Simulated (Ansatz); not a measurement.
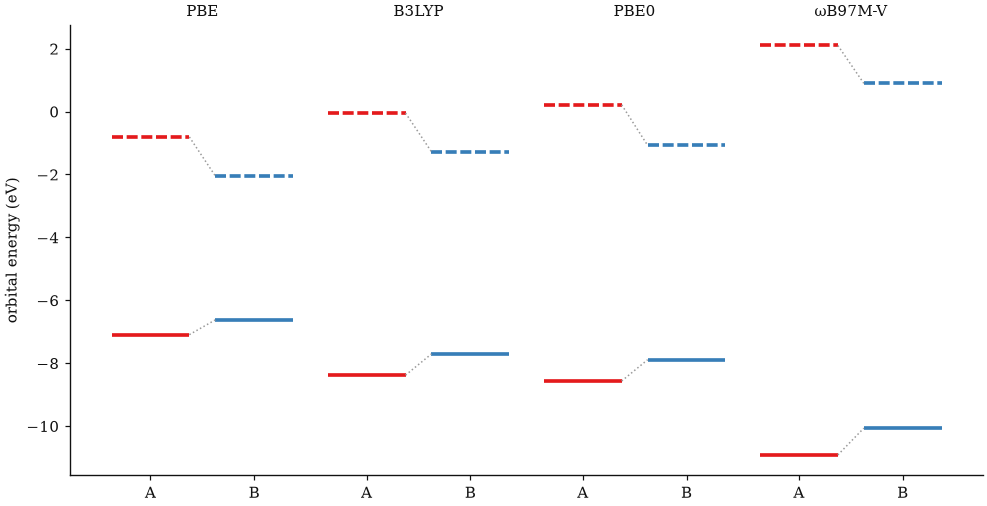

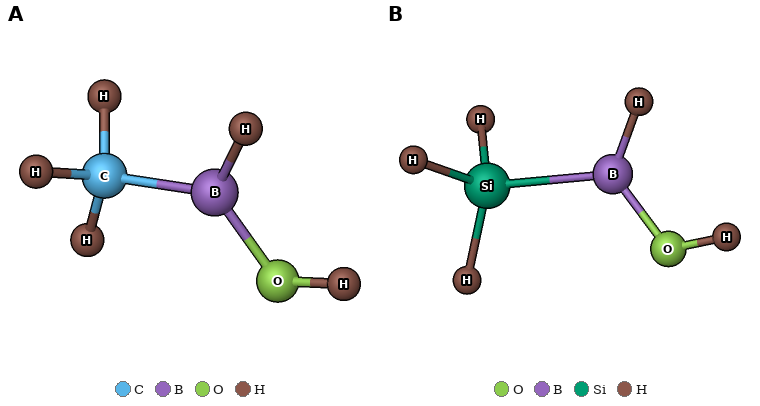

One change: A, CH₅BO (SMILES CBO), becomes B, BSiH₅O (SMILES OB[SiH3]). CH₃ on B is replaced by SiH₃. HOMO (solid) and LUMO (dashed) computed in def2-TZVPP at PBE0-D4/def2-TZVP geometries, both minima by their frequencies, gas phase, the Ansatz code. Empty levels above zero depend strongly on the basis.

**What does the change do to HOMO and LUMO?**

PBE: the HOMO rises by 0.47 eV, the LUMO falls by 1.24 eV, and the separation goes from 6.29 to 4.58 eV. B3LYP: the HOMO rises by 0.67 eV, the LUMO falls by 1.23 eV, and the separation goes from 8.33 to 6.43 eV. PBE0: the HOMO rises by 0.68 eV, the LUMO falls by 1.29 eV, and the separation goes from 8.78 to 6.82 eV. ωB97M-V: the HOMO rises by 0.85 eV, the LUMO falls by 1.20 eV, and the separation goes from 13.02 to 10.96 eV.

**Do the functionals agree on the effect?**

They agree on the direction for both levels; the HOMO shift lies between 0.47 and 0.85 eV and the LUMO shift between −1.29 and −1.20 eV, while the separations themselves differ by up to 6.7 eV between functionals.
